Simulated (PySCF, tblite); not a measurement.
# C2H3BO2: dynamics, then NMR shifts and electronic excitations on frames

How do NMR shifts and electronic excitations of C2H3BO2 (`C#CB(O)O`) change as the atoms move?

The runs use tblite 0.8.0 and PySCF 2.14.0, with density-fitted response routines of our own; the level of theory stands in each step. All values are computed, except where a source is named. Atoms count from 0, in the outputs and in this text.

### 1 The molecule as given

8 atoms, charge 0, multiplicity 1; geometry from: GFN2-xTB.

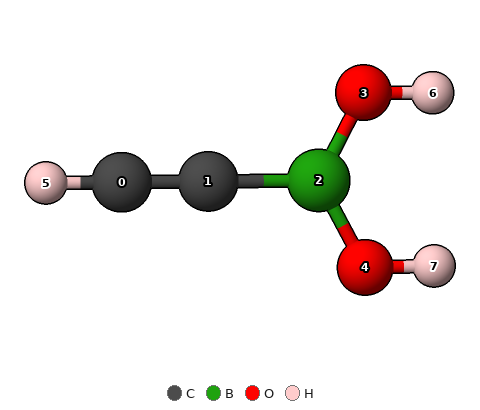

The starting geometry (carbon dark grey, boron green, oxygen red, hydrogen pink), atoms numbered.

### 2 A short Langevin run with GFN2-xTB

Job settings and geometry (Å):

```
{"job": {"kind": "md", "xc": "GFN2-xTB", "basis": "xTB", "temperature": 300, "steps": 2000, "every": 50, "frames": 5}, "charge": 0, "multiplicity": 1}
C      2.274754     0.197279    -0.039091
C      1.078174     0.093889    -0.019659
B     -0.447479    -0.037280     0.003905
O     -1.004900    -0.756250     1.009445
O     -1.150693     0.572563    -0.982235
H      3.322224     0.286607    -0.055555
H     -1.959598    -0.827935     1.018344
H     -2.103424     0.480540    -0.959719
```

With the program's defaults for keys left out, this is: GFN2-xTB Langevin dynamics, gas phase.

Run with:

```bash
> OMP_NUM_THREADS=1 python probes_run.py task.json out
```

This one command runs all jobs of the session in turn.

Output:

```text
t/fs     T/K      E/eV
    0.0   234.1   -413.05315
   25.0   151.2   -412.93647
   50.0   225.8   -412.87884
   75.0   187.1   -412.80208
  100.0   186.0   -412.81128
  125.0   249.1   -412.80758
  150.0   254.1   -412.79333
  175.0   195.9   -412.69870
  200.0   297.2   -412.91361
  225.0   344.8   -412.90430
  250.0   336.5   -412.99764
  275.0   214.1   -412.89860
  300.0   230.9   -412.79325
  325.0   162.6   -412.71160
  350.0   385.1   -412.89096
  375.0   355.2   -412.87506
  400.0   310.5   -412.79428
  425.0   351.8   -412.83083
  450.0   462.2   -412.90883
  475.0   478.7   -412.77643
  500.0   513.8   -412.85863
  525.0   362.1   -412.73959
  550.0   324.2   -412.70522
  575.0   387.2   -412.80701
  600.0   376.8   -412.62570
  625.0   270.1   -412.56989
  650.0   210.4   -412.71581
  675.0   333.2   -412.83739
  700.0   395.8   -412.88327
  725.0   177.7   -412.82991
  750.0   232.9   -412.86984
  775.0   191.0   -412.82394
  800.0   219.9   -412.82425
  825.0   303.6   -412.91327
  850.0   354.1   -412.89956
  875.0   294.4   -412.82466
  900.0   263.0   -412.77136
  925.0   393.0   -412.90604
  950.0   307.3   -412.80560
  975.0   221.2   -412.66179
 1000.0   321.2   -412.80001
```

It took 3.6 s on 1 thread of Intel Xeon 6975P-C, shared host; peak memory 0.19 GiB.

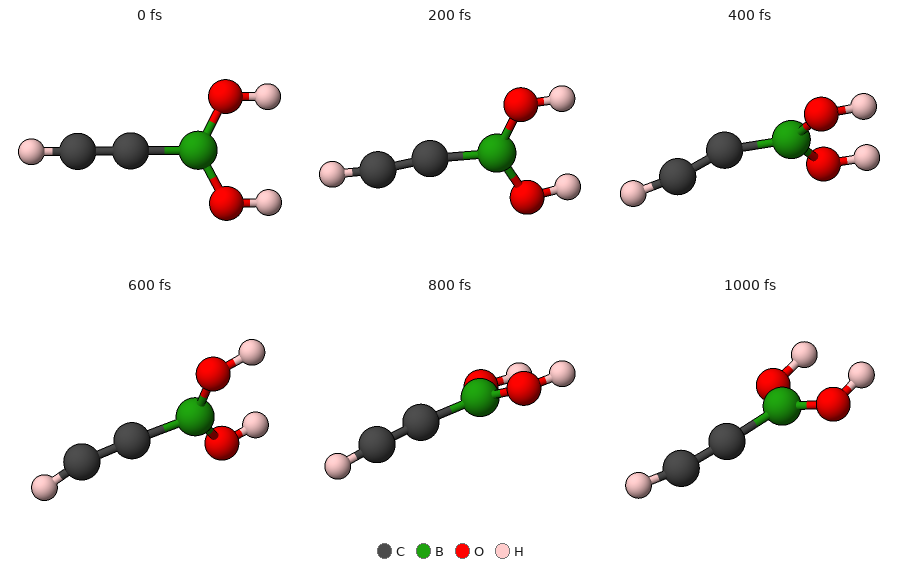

Frames of the run.

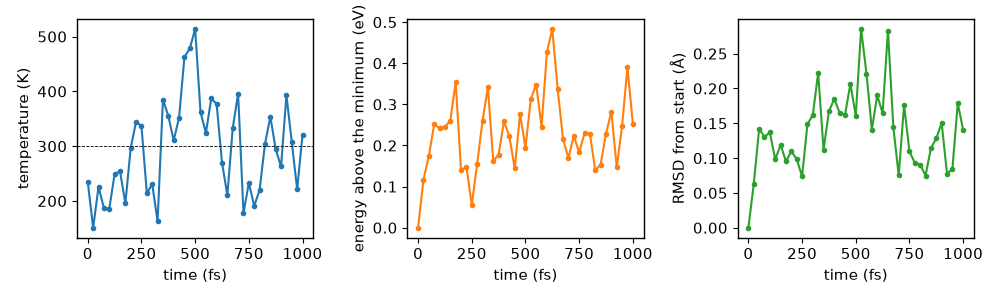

Temperature, potential energy and distance from the start.

Positions (Å) and forces (eV/Å) at 1000 fs:

```xyz
8

C     1.035    0.546   -0.860   -0.350   -0.353    0.602
C     0.025    0.069   -0.389    0.032   -0.206   -0.317
B    -1.217   -0.796    0.066    1.119    0.932   -0.983
O    -2.295   -0.190    0.589    0.292    0.304    0.388
O    -1.102   -2.101   -0.251   -1.559   -1.695    1.613
H     1.990    0.940   -1.116   -0.532   -0.031   -0.026
H    -2.914   -0.740    1.051   -0.469   -0.250    0.022
H    -1.785   -2.709    0.217    1.468    1.300   -1.298
```

### 3 Nuclear shieldings: 250 fs, PBE0/pcSseg-1

Job settings and geometry (Å):

```
{"job": {"kind": "nmr", "xc": "PBE0", "basis": "pcSseg-1", "pop": false}, "charge": 0, "multiplicity": 1}
C      2.069700    -0.105200    -0.482000
C      0.891600    -0.154700    -0.250400
B     -0.602200    -0.292800     0.113900
O     -0.927400    -0.102700     1.421300
O     -1.488400    -0.590300    -0.848500
H      3.074000    -0.019700    -0.773000
H     -1.816400    -0.430700     1.655000
H     -2.388100    -0.658000    -0.564400
```

With the program's defaults for keys left out, this is: GIAO PBE0/pcSseg-1 NMR shielding, non-relativistic, gas phase.

Output:

```text
coarse grid: 7296 points
cycle   1  E = -252.8528796790  dE =  7.452e-01  |g| = 8.722e-01  |ddm| = 2.571e+00
cycle   2  E = -252.7524947070  dE =  1.004e-01  |g| = 1.159e+00  |ddm| = 1.222e+00
cycle   3  E = -252.9898296790  dE = -2.373e-01  |g| = 1.309e-01  |ddm| = 7.009e-01
cycle   4  E = -252.9929063806  dE = -3.077e-03  |g| = 7.176e-02  |ddm| = 1.248e-01
cycle   5  E = -252.9941092781  dE = -1.203e-03  |g| = 1.803e-02  |ddm| = 5.244e-02
cycle   6  E = -252.9941877976  dE = -7.852e-05  |g| = 2.916e-03  |ddm| = 1.477e-02
cycle   7  E = -252.9941893109  dE = -1.513e-06  |g| = 1.272e-03  |ddm| = 2.265e-03
final grid: 72160 points
cycle   8  E = -253.0431158334  dE = -2.640e-05  |g| = 6.853e-03  |ddm| = 2.019e-02
cycle   9  E = -253.0431089548  dE =  6.879e-06  |g| = 9.433e-03  |ddm| = 9.106e-03
cycle  10  E = -253.0431245413  dE = -1.559e-05  |g| = 6.046e-04  |ddm| = 4.940e-03
cycle  11  E = -253.0431246069  dE = -6.559e-08  |g| = 2.731e-04  |ddm| = 5.719e-04
cycle  12  E = -253.0431246188  dE = -1.195e-08  |g| = 1.353e-04  |ddm| = 2.327e-04
cycle  13  E = -253.0431246230  dE = -4.204e-09  |g| = 3.582e-05  |ddm| = 9.966e-05
cycle  14  E = -253.0431246233  dE = -2.491e-10  |g| = 1.166e-05  |ddm| = 2.580e-05
converged SCF energy = -253.0431246233

GIAO shielding tensors (ppm)
atom      isotropic    diamagn.    paramagn.     s11        s22        s33       span
  0 C       92.411     261.367    -168.956      7.049     19.356    250.827    243.778
  1 C       98.655     258.140    -159.485     -0.622      6.785    289.802    290.423
  2 B       82.019     194.380    -112.360     65.487     84.003     96.566     31.079
  3 O      204.586     385.642    -181.055    110.873    249.286    253.600    142.728
  4 O      211.832     385.200    -173.369    113.052    257.955    264.489    151.437
  5 H       30.087      33.119      -3.033     25.211     25.295     39.754     14.544
  6 H       28.081      29.582      -1.501     22.799     24.092     37.351     14.552
  7 H       28.621      31.031      -2.410     23.279     24.415     38.170     14.891
```

Run time: 3.2 s. Hardware: 1 thread of Intel Xeon 6975P-C, shared host; peak memory 0.45 GiB.

Shifts follow as δ = σ(reference) − σ, with reference shieldings (ppm) from runs at the same level and on the same kind of geometry: 1H TMS 31.72, 13C TMS 186.9, 17O H2O 336.1, 11B BF3·OEt2 100.1. The references are single molecules in the gas phase, so shifts against H2O, NH3, PH3, H3PO4 or CFCl3 are not on the usual liquid scales and can be off by tens of ppm. Each atom is listed at this fixed geometry, with no averaging over motion; a spectrum would average atoms that exchange fast.

```
atoms                           environment  σ (ppm)  δ (ppm)
   C0                terminal alkyne carbon     92.4     94.5
   C1                         alkyne carbon     98.7     88.3
   H6     hydrogen on an oxygen bonded to B    28.08     3.64
   H7     hydrogen on an oxygen bonded to B    28.62     3.10
   H5  hydrogen on a terminal alkyne carbon    30.09     1.63
   B2                boron bonded to C, 2 O     82.0     18.0
   O3                 oxygen bonded to B, H    204.6    131.5
   O4                 oxygen bonded to B, H    211.8    124.2
```

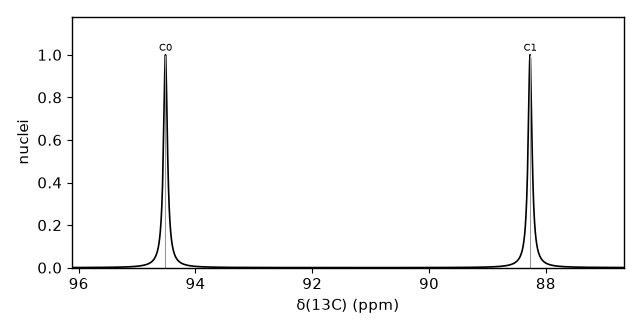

13C lines at the computed shifts, without couplings. Lines are broadened to a width of 0.08 ppm (Lorentzian).

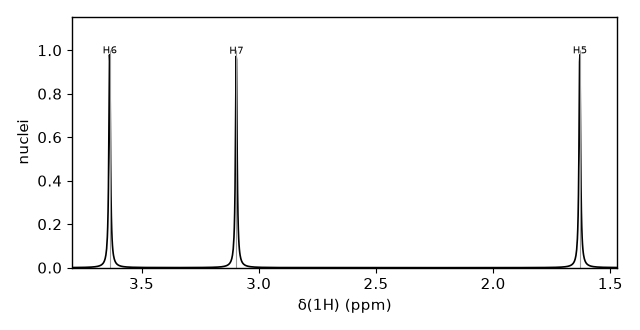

1H lines at the computed shifts, without couplings. Lines are broadened to a width of 0.01 ppm (Lorentzian).

### 4 Excited states and response: 250 fs, PBE0/def2-SVPD

Settings changed since step 3:

```diff
@@ -1,2 +1,2 @@
-{"job": {"kind": "nmr", "xc": "PBE0", "basis": "pcSseg-1", "pop": false}, "charge": 0, "multiplicity": 1}
+{"job": {"kind": "uv", "xc": "PBE0", "basis": "def2-SVPD", "nstates": 5, "ntriplets": 0}, "charge": 0, "multiplicity": 1}
 C      2.069700    -0.105200    -0.482000
```

Level: TDDFT PBE0/def2-SVPD, vertical, gas phase, core orbitals frozen in the response.

Output:

```text
coarse grid: 7296 points
cycle   1  E = -252.7124578407  dE =  7.052e-01  |g| = 8.269e-01  |ddm| = 7.527e+00
cycle   2  E = -252.5868625185  dE =  1.256e-01  |g| = 1.161e+00  |ddm| = 2.085e+00
cycle   3  E = -252.8436575843  dE = -2.568e-01  |g| = 1.333e-01  |ddm| = 1.275e+00
cycle   4  E = -252.8470415234  dE = -3.384e-03  |g| = 7.305e-02  |ddm| = 2.198e-01
cycle   5  E = -252.8483039271  dE = -1.262e-03  |g| = 1.862e-02  |ddm| = 8.274e-02
cycle   6  E = -252.8483923170  dE = -8.839e-05  |g| = 2.730e-03  |ddm| = 3.078e-02
cycle   7  E = -252.8483936325  dE = -1.315e-06  |g| = 1.317e-03  |ddm| = 5.112e-03
final grid: 72160 points
cycle   8  E = -252.8967429742  dE = -2.668e-05  |g| = 6.429e-03  |ddm| = 8.779e-02
cycle   9  E = -252.8967354786  dE =  7.496e-06  |g| = 9.143e-03  |ddm| = 1.612e-02
cycle  10  E = -252.8967513712  dE = -1.589e-05  |g| = 5.844e-04  |ddm| = 8.113e-03
cycle  11  E = -252.8967514444  dE = -7.321e-08  |g| = 2.258e-04  |ddm| = 1.171e-03
cycle  12  E = -252.8967514529  dE = -8.477e-09  |g| = 9.610e-05  |ddm| = 3.907e-04
cycle  13  E = -252.8967514547  dE = -1.849e-09  |g| = 2.509e-05  |ddm| = 1.178e-04
cycle  14  E = -252.8967514548  dE = -9.561e-11  |g| = 1.568e-05  |ddm| = 4.023e-05
converged SCF energy = -252.8967514548

Static polarisability (au): isotropic 43.674, principal 31.045 37.984 61.993

Singlet excitations
state   eV       nm        f      main configurations
  1   5.6856    218.1   0.00006   H->L 0.63, H->L+1 0.34
  2   6.3747    194.5   0.04482   H-1->L 0.46, H->L+2 0.26, H-1->L+1 0.22
  3   6.8758    180.3   0.00601   H->L+1 0.64, H->L 0.34
  4   6.9503    178.4   0.00054   H-1->L+1 0.38, H-1->L+2 0.35, H-1->L 0.20
  5   6.9785    177.7   0.00080   H-1->L+2 0.51, H-1->L+1 0.27, H-1->L 0.13
```

It took 5 s on 1 thread of Intel Xeon 6975P-C, shared host; peak memory 0.56 GiB.

Frontier orbitals and where they lie:

```
orbital      eV                      atoms
 HOMO−3  -10.33   O3 43 %, O4 43 %, B2 7 %
 HOMO−2   -9.80   O3 49 %, O4 37 %, B2 8 %
 HOMO−1   -8.25   C1 43 %, C0 42 %, B2 6 %
   HOMO   -8.13   C0 45 %, C1 44 %, H5 4 %
   LUMO   -0.43  B2 27 %, C0 17 %, C1 16 %
 LUMO+1   -0.37  B2 29 %, O4 16 %, O3 15 %
 LUMO+2    0.77  C0 28 %, C1 24 %, O4 11 %
```

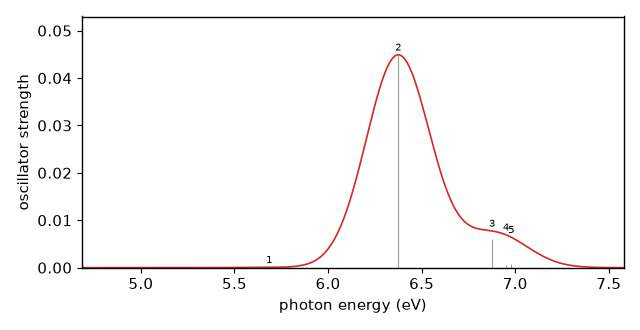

Absorption spectrum from the 5 singlet states computed; above the last one it falls off for lack of states. Lines are broadened to a width of 0.40 eV (Gaussian).

Ground-state properties from the same run:

```
           property  computed
  dipole moment (D)      2.36
polarisability (Å³)      6.47
 HOMO–LUMO gap (eV)      7.70
      −ε(HOMO) (eV)      8.13
```

### 5 Nuclear shieldings: 425 fs, PBE0/pcSseg-1

Job settings and geometry (Å):

```
{"job": {"kind": "nmr", "xc": "PBE0", "basis": "pcSseg-1", "pop": false}, "charge": 0, "multiplicity": 1}
C      1.930700    -0.248900    -1.018100
C      0.816100    -0.295000    -0.564800
B     -0.665200    -0.433200    -0.150900
O     -1.144400    -0.008600     1.071600
O     -1.374600    -0.980100    -1.207100
H      2.924300    -0.050500    -1.288000
H     -2.105200     0.206900     1.165300
H     -2.302900    -1.007300    -1.149300
```

With the program's defaults for keys left out, this is: GIAO PBE0/pcSseg-1 NMR shielding, non-relativistic, gas phase.

Output:

```text
coarse grid: 7296 points
cycle   1  E = -252.8463483759  dE =  6.717e-01  |g| = 8.727e-01  |ddm| = 2.554e+00
cycle   2  E = -252.7333608613  dE =  1.130e-01  |g| = 1.187e+00  |ddm| = 1.276e+00
cycle   3  E = -252.9839205069  dE = -2.506e-01  |g| = 1.261e-01  |ddm| = 7.443e-01
cycle   4  E = -252.9867062763  dE = -2.786e-03  |g| = 7.099e-02  |ddm| = 1.244e-01
cycle   5  E = -252.9878721129  dE = -1.166e-03  |g| = 1.991e-02  |ddm| = 5.383e-02
cycle   6  E = -252.9879694563  dE = -9.734e-05  |g| = 2.716e-03  |ddm| = 1.581e-02
cycle   7  E = -252.9879709672  dE = -1.511e-06  |g| = 9.270e-04  |ddm| = 2.312e-03
final grid: 72160 points
cycle   8  E = -253.0359058236  dE = -2.155e-05  |g| = 6.453e-03  |ddm| = 1.716e-02
cycle   9  E = -253.0358996105  dE =  6.213e-06  |g| = 8.880e-03  |ddm| = 9.012e-03
cycle  10  E = -253.0359138142  dE = -1.420e-05  |g| = 5.825e-04  |ddm| = 4.879e-03
cycle  11  E = -253.0359138855  dE = -7.132e-08  |g| = 1.535e-04  |ddm| = 5.688e-04
cycle  12  E = -253.0359138892  dE = -3.684e-09  |g| = 8.975e-05  |ddm| = 1.413e-04
cycle  13  E = -253.0359138907  dE = -1.480e-09  |g| = 2.034e-05  |ddm| = 5.762e-05
cycle  14  E = -253.0359138907  dE = -6.645e-11  |g| = 1.259e-05  |ddm| = 2.035e-05
converged SCF energy = -253.0359138907

GIAO shielding tensors (ppm)
atom      isotropic    diamagn.    paramagn.     s11        s22        s33       span
  0 C       91.851     262.952    -171.102      6.446     23.032    246.073    239.627
  1 C       95.658     259.398    -163.741     -7.142      4.251    289.864    297.005
  2 B       80.876     193.811    -112.935     64.533     83.858     94.237     29.703
  3 O      215.616     387.719    -172.103    122.691    251.636    272.520    149.829
  4 O      207.071     383.996    -176.925     91.733    255.618    273.861    182.128
  5 H       29.923      33.072      -3.149     25.139     25.311     39.319     14.179
  6 H       27.173      28.736      -1.563     21.677     22.649     37.194     15.517
  7 H       28.893      31.200      -2.308     23.331     23.780     39.568     16.237
```

It took 3.1 s on 1 thread of Intel Xeon 6975P-C, shared host; peak memory 0.45 GiB.

In short: δ C0 95.1, C1 91.3, B2 19.2, O4 129.0, H6 4.54, H7 2.82 ppm.

### 6 TDDFT and polarisability: 425 fs, PBE0/def2-SVPD

Settings changed since step 5:

```diff
@@ -1,2 +1,2 @@
-{"job": {"kind": "nmr", "xc": "PBE0", "basis": "pcSseg-1", "pop": false}, "charge": 0, "multiplicity": 1}
+{"job": {"kind": "uv", "xc": "PBE0", "basis": "def2-SVPD", "nstates": 5, "ntriplets": 0}, "charge": 0, "multiplicity": 1}
 C      1.930700    -0.248900    -1.018100
```

Method: TDDFT PBE0/def2-SVPD, vertical, gas phase, core orbitals frozen in the response.

Output:

```text
coarse grid: 7296 points
cycle   1  E = -252.7067541184  dE =  6.310e-01  |g| = 8.272e-01  |ddm| = 6.841e+00
cycle   2  E = -252.5687520638  dE =  1.380e-01  |g| = 1.188e+00  |ddm| = 2.023e+00
cycle   3  E = -252.8385797298  dE = -2.698e-01  |g| = 1.284e-01  |ddm| = 1.248e+00
cycle   4  E = -252.8416244662  dE = -3.045e-03  |g| = 7.327e-02  |ddm| = 2.213e-01
cycle   5  E = -252.8428914766  dE = -1.267e-03  |g| = 2.014e-02  |ddm| = 8.740e-02
cycle   6  E = -252.8429959211  dE = -1.044e-04  |g| = 2.358e-03  |ddm| = 3.121e-02
cycle   7  E = -252.8429971393  dE = -1.218e-06  |g| = 7.904e-04  |ddm| = 5.189e-03
final grid: 72160 points
cycle   8  E = -252.8902589550  dE = -2.071e-05  |g| = 5.862e-03  |ddm| = 6.720e-02
cycle   9  E = -252.8902528619  dE =  6.093e-06  |g| = 8.257e-03  |ddm| = 1.522e-02
cycle  10  E = -252.8902662400  dE = -1.338e-05  |g| = 5.703e-04  |ddm| = 7.471e-03
cycle  11  E = -252.8902663160  dE = -7.603e-08  |g| = 1.712e-04  |ddm| = 1.173e-03
cycle  12  E = -252.8902663190  dE = -3.011e-09  |g| = 1.278e-04  |ddm| = 3.262e-04
cycle  13  E = -252.8902663230  dE = -3.964e-09  |g| = 2.230e-05  |ddm| = 1.613e-04
cycle  14  E = -252.8902663231  dE = -1.050e-10  |g| = 1.121e-05  |ddm| = 3.217e-05
converged SCF energy = -252.8902663231

Static polarisability (au): isotropic 44.594, principal 31.526 39.491 62.764

Singlet excitations
state   eV       nm        f      main configurations
  1   5.5278    224.3   0.00038   H->L 0.93
  2   6.2429    198.6   0.05121   H-1->L 0.68, H->L+2 0.24
  3   6.8261    181.6   0.00270   H-1->L+2 0.54, H-1->L+1 0.26
  4   6.8625    180.7   0.00679   H->L+1 0.87
  5   6.9993    177.1   0.00032   H-1->L+1 0.66, H-1->L+2 0.27
```

Run time: 4.4 s. Hardware: 1 thread of Intel Xeon 6975P-C, shared host; peak memory 0.56 GiB.

In short: HOMO -8.07 eV, LUMO -0.56 eV; lowest singlet 5.53 eV.

### 7 Nuclear shieldings: 625 fs, PBE0/pcSseg-1

Job settings and geometry (Å):

```
{"job": {"kind": "nmr", "xc": "PBE0", "basis": "pcSseg-1", "pop": false}, "charge": 0, "multiplicity": 1}
C      1.688100     0.160300    -1.437000
C      0.609000     0.009500    -0.898400
B     -0.753700    -0.553900    -0.523400
O     -1.288700    -0.406400     0.728400
O     -1.313300    -1.323500    -1.433300
H      2.689700     0.619200    -1.437100
H     -2.065700    -0.895600     0.843400
H     -2.326000    -1.387800    -1.436100
```

Level: GIAO PBE0/pcSseg-1 NMR shielding, non-relativistic, gas phase.

Output:

```text
coarse grid: 7296 points
cycle   1  E = -252.8321482111  dE =  7.534e-01  |g| = 8.791e-01  |ddm| = 2.531e+00
cycle   2  E = -252.7177068798  dE =  1.144e-01  |g| = 1.188e+00  |ddm| = 1.292e+00
cycle   3  E = -252.9691129379  dE = -2.514e-01  |g| = 1.619e-01  |ddm| = 7.836e-01
cycle   4  E = -252.9743081981  dE = -5.195e-03  |g| = 8.257e-02  |ddm| = 1.525e-01
cycle   5  E = -252.9759349191  dE = -1.627e-03  |g| = 1.719e-02  |ddm| = 5.911e-02
cycle   6  E = -252.9760081408  dE = -7.322e-05  |g| = 2.449e-03  |ddm| = 1.539e-02
cycle   7  E = -252.9760094658  dE = -1.325e-06  |g| = 6.626e-04  |ddm| = 2.246e-03
final grid: 72160 points
cycle   8  E = -253.0253073499  dE = -2.722e-05  |g| = 7.041e-03  |ddm| = 1.606e-02
cycle   9  E = -253.0253000989  dE =  7.251e-06  |g| = 9.684e-03  |ddm| = 9.310e-03
cycle  10  E = -253.0253166030  dE = -1.650e-05  |g| = 5.864e-04  |ddm| = 5.227e-03
cycle  11  E = -253.0253166727  dE = -6.970e-08  |g| = 2.362e-04  |ddm| = 5.961e-04
cycle  12  E = -253.0253166814  dE = -8.638e-09  |g| = 1.002e-04  |ddm| = 1.752e-04
cycle  13  E = -253.0253166831  dE = -1.773e-09  |g| = 3.587e-05  |ddm| = 7.539e-05
cycle  14  E = -253.0253166834  dE = -2.700e-10  |g| = 1.723e-05  |ddm| = 3.260e-05
converged SCF energy = -253.0253166834

GIAO shielding tensors (ppm)
atom      isotropic    diamagn.    paramagn.     s11        s22        s33       span
  0 C       84.934     268.725    -183.791    -14.114     21.294    247.624    261.738
  1 C       81.637     261.020    -179.382    -34.067     -2.812    281.791    315.858
  2 B       82.197     193.695    -111.498     66.468     82.836     97.288     30.821
  3 O      213.575     387.297    -173.721    105.998    261.424    273.305    167.307
  4 O      200.368     383.669    -183.301    123.672    231.025    246.407    122.735
  5 H       27.661      30.349      -2.687     22.775     23.802     36.407     13.632
  6 H       29.402      32.862      -3.460     24.231     25.387     38.588     14.357
  7 H       26.866      26.877      -0.012     21.626     22.695     36.276     14.651
```

Run time: 3 s. Hardware: 1 thread of Intel Xeon 6975P-C, shared host; peak memory 0.46 GiB.

Key values: δ C1 105.3, C0 102.0, B2 17.9, O4 135.7, H7 4.85, H5 4.06 ppm.

### 8 Excited states and response: 625 fs, PBE0/def2-SVPD

Settings changed since step 7:

```diff
@@ -1,2 +1,2 @@
-{"job": {"kind": "nmr", "xc": "PBE0", "basis": "pcSseg-1", "pop": false}, "charge": 0, "multiplicity": 1}
+{"job": {"kind": "uv", "xc": "PBE0", "basis": "def2-SVPD", "nstates": 5, "ntriplets": 0}, "charge": 0, "multiplicity": 1}
 C      1.688100     0.160300    -1.437000
```

With the program's defaults for keys left out, this is: TDDFT PBE0/def2-SVPD, vertical, gas phase, core orbitals frozen in the response.

Output:

```text
coarse grid: 7296 points
cycle   1  E = -252.6917211971  dE =  7.152e-01  |g| = 8.344e-01  |ddm| = 5.145e+00
cycle   2  E = -252.5486090240  dE =  1.431e-01  |g| = 1.197e+00  |ddm| = 2.037e+00
cycle   3  E = -252.8235770053  dE = -2.750e-01  |g| = 1.614e-01  |ddm| = 1.260e+00
cycle   4  E = -252.8289153986  dE = -5.338e-03  |g| = 8.318e-02  |ddm| = 2.834e-01
cycle   5  E = -252.8305835888  dE = -1.668e-03  |g| = 1.818e-02  |ddm| = 1.035e-01
cycle   6  E = -252.8306705323  dE = -8.694e-05  |g| = 2.376e-03  |ddm| = 3.428e-02
cycle   7  E = -252.8306717099  dE = -1.178e-06  |g| = 9.653e-04  |ddm| = 5.138e-03
final grid: 72160 points
cycle   8  E = -252.8793484793  dE = -2.677e-05  |g| = 6.646e-03  |ddm| = 5.743e-02
cycle   9  E = -252.8793400783  dE =  8.401e-06  |g| = 9.563e-03  |ddm| = 1.677e-02
cycle  10  E = -252.8793574790  dE = -1.740e-05  |g| = 6.357e-04  |ddm| = 8.529e-03
cycle  11  E = -252.8793575679  dE = -8.893e-08  |g| = 2.592e-04  |ddm| = 1.229e-03
cycle  12  E = -252.8793575785  dE = -1.059e-08  |g| = 1.145e-04  |ddm| = 3.161e-04
cycle  13  E = -252.8793575811  dE = -2.629e-09  |g| = 4.771e-05  |ddm| = 1.867e-04
cycle  14  E = -252.8793575817  dE = -5.522e-10  |g| = 1.426e-05  |ddm| = 6.354e-05
converged SCF energy = -252.8793575817

Static polarisability (au): isotropic 44.613, principal 31.626 38.818 63.396

Singlet excitations
state   eV       nm        f      main configurations
  1   5.5341    224.0   0.00230   H->L 0.89
  2   6.0594    204.6   0.01875   H-1->L 0.55, H->L+2 0.39
  3   6.2902    197.1   0.01318   H-1->L+2 0.86
  4   6.8781    180.3   0.00930   H->L+1 0.90
  5   7.0324    176.3   0.00886   H-1->L+1 0.89
```

Wall time 4.5 s (1 thread of Intel Xeon 6975P-C, shared host); peak memory 0.56 GiB.

In short: HOMO -8.16 eV, LUMO -0.63 eV; lowest singlet 5.53 eV.

[end of part 1 of 2]
